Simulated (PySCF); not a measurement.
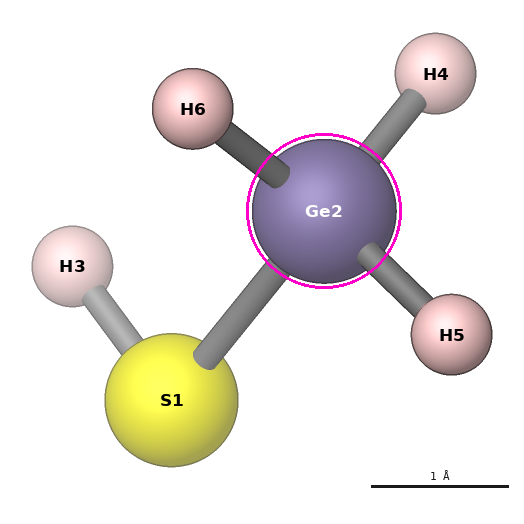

Orthographic view. Distant atoms are faded towards the background colour. The computed structure is the end point of a PBE0-D3(BJ)/def2-SVP optimisation. No frequency run is at hand to confirm it as a minimum.

> Which atoms are bonded to the circled atom?

The circled atom is Ge2; it is bonded to S1, H4, H5, H6.

> Which two atoms are farthest apart in space?

H3 and H5, 3.93 Å.

> Of S1 and Ge2, which is nearer the viewer?

Ge2; the bond to S1 points away from the viewer, so it looks shorter than its 2.23 Å.

> Which atom is farthest from the viewer?

H3, 1.5 Å behind the mean position.
